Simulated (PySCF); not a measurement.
**Cl4Sn, SMILES `Cl[Sn](Cl)(Cl)Cl`: what the electrons do**

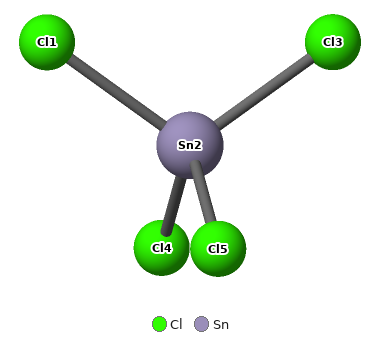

The molecule, with its atoms numbered as below. No frequency check shows the geometry to be a minimum.

Coordinates in Å:

```
Cl1      1.8482   -1.3373    0.4027
Sn2      0.0001   -0.0001   -0.0001
Cl3     -1.8483   -1.3374   -0.4026
Cl4      0.4027    1.3374   -1.8478
Cl5     -0.4028    1.3375    1.8478
```

Part 1: Bonding charge

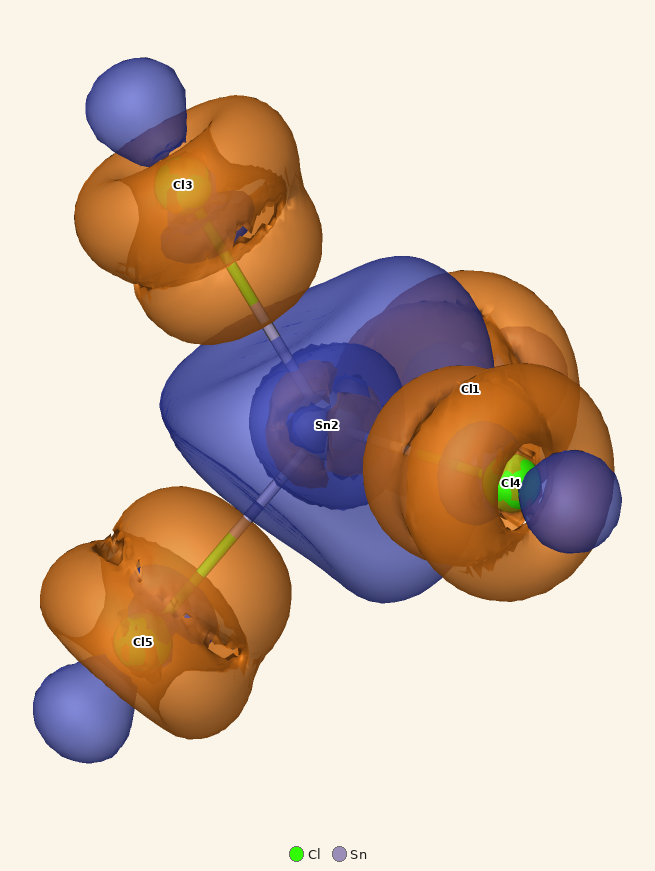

Deformation density (molecule less spherical, spin-averaged free atoms at the same positions), surfaces at ±0.04 e/Å³; orange: gain, blue: loss.

Level of theory: ωB97X/def2-TZVP (PySCF), at a geometry from GFN2-xTB. Core potentials replace the inner electrons of Sn; spin–orbit coupling isn't included.

Q: How much density has each bond gained at its critical point, relative to the free atoms?

A: Sn2–Cl4, Sn2–Cl5, Cl1–Sn2 and Sn2–Cl3: +0.09 e/Å³ at the bond critical point (bond length 2.32 Å, Mayer order 1.0). In all, 1.3 electrons gather in the regions of gain relative to the promolecule. A small or negative value marks a very polar bond, one between electron-rich atoms, whose free-atom densities already overlap strongly, a long bond to a heavier atom, or a closed-shell contact such as a hydrogen bond.

Q: Where do the Hirshfeld charges lie?

A: The highest Hirshfeld charge is on Sn2 (+0.57 e), the lowest on Cl1, Cl3, Cl4 and Cl5 (−0.14 e).

```json
{"atom": "Cl1", "charge (e)": "−0.14"}
{"atom": "Sn2", "charge (e)": "+0.57"}
{"atom": "Cl3", "charge (e)": "−0.14"}
{"atom": "Cl4", "charge (e)": "−0.14"}
{"atom": "Cl5", "charge (e)": "−0.14"}
```

Part 2: Local ionisation energy

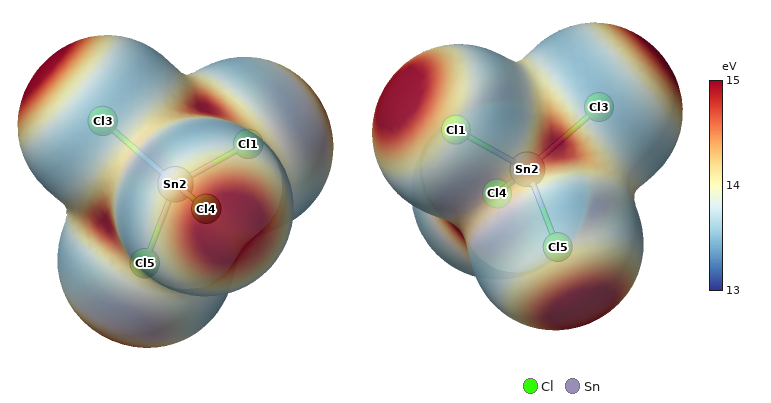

Average local ionisation energy on the surface of electron density 0.001 a.u. (back view left, front view right).

Q: Locate the minima of the map.

A: The lowest value is 13.5 eV, 2.1 Å from Cl3, and at like points elsewhere. For comparison, the highest occupied orbital lies at −12.3 eV.

Part 3: In an electric field

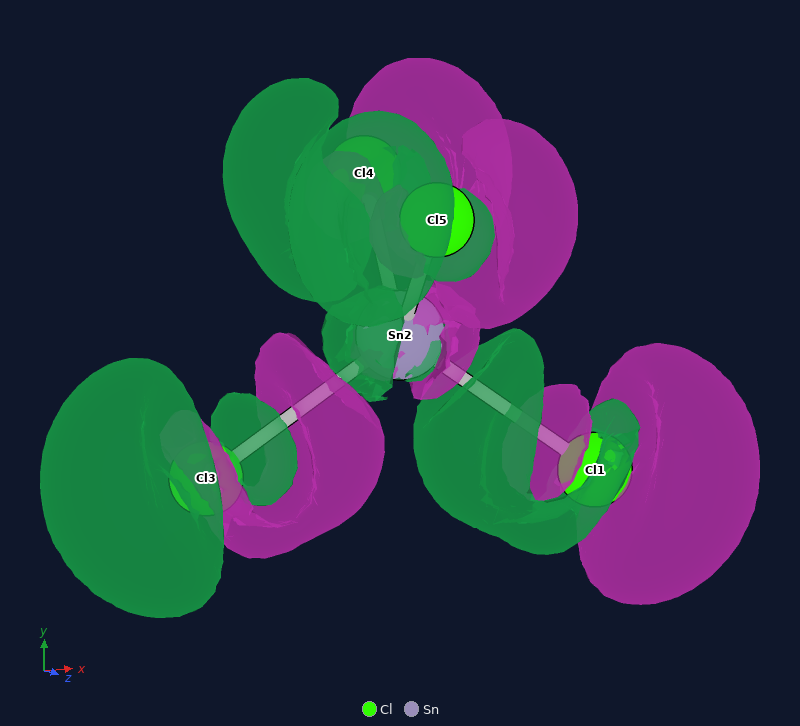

Change of the electron density in a uniform field of 0.21 V/Å, surfaces at ±0.0015 e/Å³ (green: gain, purple: loss).

Method: ωB97X/def2-TZVP; geometry: GFN2-xTB; program: PySCF. Core potentials replace the inner electrons of Sn; spin–orbit coupling isn't included. A basis without diffuse functions makes polarisabilities too small.

Q: Along which Cartesian direction does the field point?

A: Along +x: electrons gather on the −x side, against the field.

Q: How large is the response?

A: The induced dipole is 0.85 D (along the field); α along this axis, from the fields in both directions, is 84 bohr³ (12.4 Å³).

Q: Which atoms gain and lose the most charge?

A: Electrons gather most on Cl3 (Hirshfeld charge changes by −0.022 e) and leave Cl1 most (+0.022 e); 0.070 electrons are displaced in all.
